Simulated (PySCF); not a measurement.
**Si₂H₂: frequency calculation**

Si₂H₂, multiplicity 3, computed with UKS-based PBE0, Si def2-TZVP, H def2-TZVP; non-relativistic Hamiltonian; density fitting (PySCF 2.14.0).

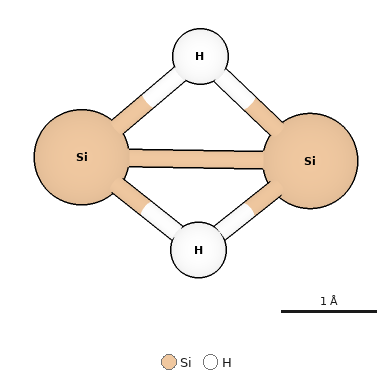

The structure (ball-and-stick view, seen at a tilt). Bond lengths as drawn: H–Si 1.69 Å and Si–Si 2.41 Å.

Key numbers

| quantity | value |
| --- | --- |
| outcome | converged |
| total energy | −579.797910 hartree |
| ⟨S²⟩ | 2.023 |
| zero-point energy | 0.011104 hartree |
| dipole moment | 0.44 D |
| wavenumbers, lowest and highest | 122i and 1631 cm⁻¹ |
| hardware | 4 threads of Intel Xeon @ 2.50GHz (Skylake/Cascade Lake), 16 GiB of memory available, shared host |
| wall time | 41 s (CPU time 2.5 min) |
| peak memory | 1 GiB |

The input
```python
from pyscf import gto, scf, dft
mol = gto.M(atom='''
Si     1.204644     0.000000    -0.019266
Si    -1.204644    -0.000000    -0.019266
H     -0.000000     1.023864     0.588879
H     -0.000000    -1.023864     0.588879''',
    basis={'Si': 'def2-TZVP', 'H': 'def2-TZVP'},
    charge=0, spin=2)
mf = dft.UKS(mol, xc='PBE0')
mf.grids.atom_grid = (75, 302)
aux = {'Si': 'def2-universal-JKFIT', 'H': 'def2-universal-JKFIT'}
mf = mf.density_fit(auxbasis=aux)
mf.conv_tol = 1e-09
mf.diis_space = 10
mf.max_cycle = 60
mf.verbose = 4
mf.kernel()
```

The script is an equivalent of the set-up of the self-consistent field. The run itself was carried out by a driver, which started from the orbitals of the step before it where there was one and computed the further properties.

Launch command:
```bash
OMP_NUM_THREADS=4 python axn.py task.json out
```

The program's output
```
init E= -579.797909768702
  alpha nocc = 16  HOMO = -0.156988730618092  LUMO = -0.0537275309610847
  beta  nocc = 14  HOMO = -0.27983734993235  LUMO = -0.139552341507768
  HOMO = -0.156988730618  LUMO = -0.139552341508  gap/eV = 0.47447
cycle= 1 E= -579.79790976859  delta_E= 1.12e-10  |g|= 1.28e-05  |ddm|= 2.89e-05
  alpha nocc = 16  HOMO = -0.15698870621269  LUMO = -0.0537275328375793
  beta  nocc = 14  HOMO = -0.279837374853315  LUMO = -0.139552351204518
  HOMO = -0.156988706213  LUMO = -0.139552351205  gap/eV = 0.47447
cycle= 2 E= -579.797909768183  delta_E= 4.08e-10  |g|= 2.43e-05  |ddm|= 5.44e-05
  alpha nocc = 16  HOMO = -0.156988706909585  LUMO = -0.0537275325606581
  beta  nocc = 14  HOMO = -0.279837354558957  LUMO = -0.139552353371835
  HOMO = -0.15698870691  LUMO = -0.139552353372  gap/eV = 0.47447
cycle= 3 E= -579.797909768751  delta_E= -5.68e-10  |g|= 2.28e-07  |ddm|= 3.56e-05
  alpha nocc = 16  HOMO = -0.156988704347071  LUMO = -0.0537275346584899
  beta  nocc = 14  HOMO = -0.279837329456097  LUMO = -0.139552362167841
  HOMO = -0.156988704347  LUMO = -0.139552362168  gap/eV = 0.47447
cycle= 4 E= -579.797909768751  delta_E= 4.55e-13  |g|= 1.85e-07  |ddm|= 9.18e-07
  alpha nocc = 16  HOMO = -0.156988697530631  LUMO = -0.0537275367098755
  beta  nocc = 14  HOMO = -0.279837340548099  LUMO = -0.139552367607777
  HOMO = -0.156988697531  LUMO = -0.139552367608  gap/eV = 0.47447
Extra cycle  E= -579.797909768751  delta_E= -9.09e-13  |g|= 1.39e-07  |ddm|= 5.2e-07
converged SCF energy = -579.797909768751  <S^2> = 2.0232179  2S+1 = 3.0154389
```

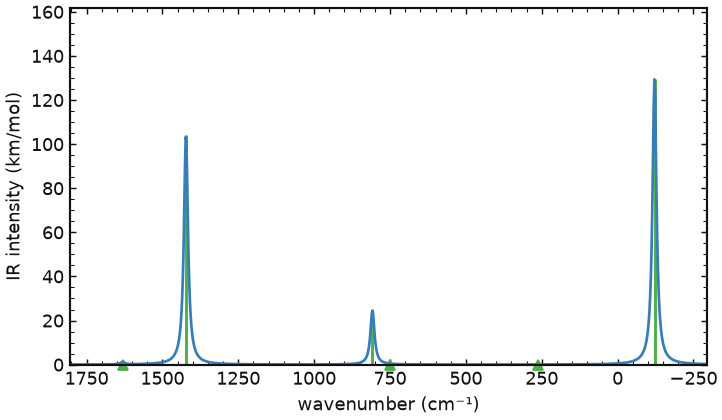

Harmonic infrared spectrum, unscaled: sticks (degenerate modes added up, dark ones marked on the axis) with a Lorentzian envelope of 16 cm⁻¹ full width, scaled to the tallest stick; imaginary modes are drawn at negative wavenumbers. 6 modes from 122i to 1631 cm⁻¹, 1 imaginary beyond 8i (122i cm⁻¹): a first-order saddle point, if the geometry is stationary. The strongest line is at 122i cm⁻¹ (129 km/mol). All modes, in cm⁻¹ (km/mol): 122i (129), 263 (0.0), 749 (0.0), 808 (25), 1422 (104), 1631 (1.1).
